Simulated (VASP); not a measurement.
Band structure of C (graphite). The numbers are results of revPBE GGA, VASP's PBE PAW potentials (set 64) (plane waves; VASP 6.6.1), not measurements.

Without a dispersion term in the relaxation, distances and binding between the weakly bound layers, chains or molecules are unreliable, and so is what depends on them.

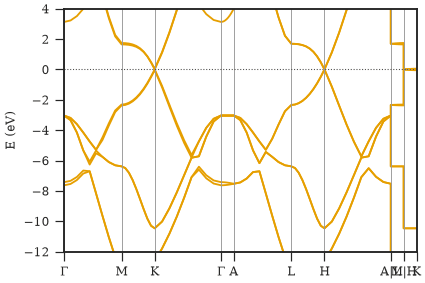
*Bands along high-symmetry lines, zero at the valence-band maximum or, without a gap, the Fermi level*

### Question
Read the plot: is there a gap, and where are the band edges?

### Answer
It has no gap at this level: it comes out as a metal or semimetal. (Edges off the drawn lines would not show.)

The compound is C in the graphite structure. It was relaxed first, which changed the volume by +44 %.
